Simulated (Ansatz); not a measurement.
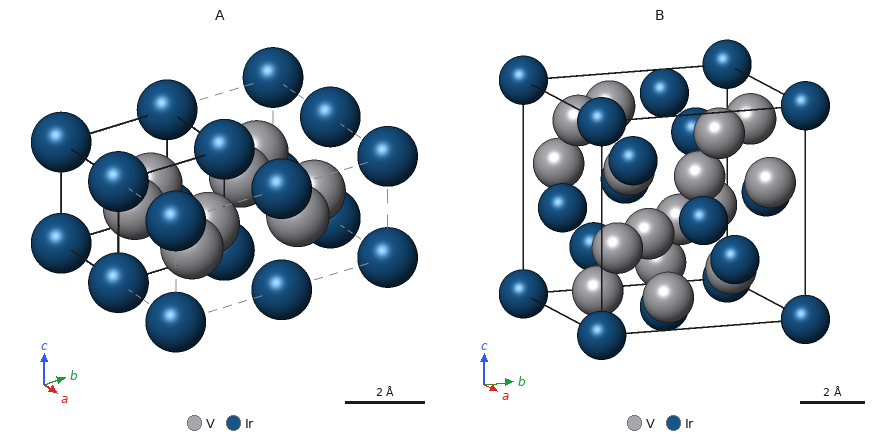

Two structures of V$_{2}$Ir, each relaxed to rest (conventional cells in solid outline, small ones repeated, not to one scale). Method: Ansatz 0.2.0, DFT PBE, scalar-relativistic, plane waves, PAW, without spin polarisation.

Describe A and B.

Answer. A: AlB₂ type, P6/mmm. B: cubic Laves phase (C15, MgCu₂ type), Fd-3m.

Which has the lower energy, and by how much?

Answer. B is lower, by 145 meV/atom at this level of theory (energies at zero smearing). Volumes: A 13.7, B 13.4 Å³/atom.

One or both may be structure types tried for this composition rather than known phases.
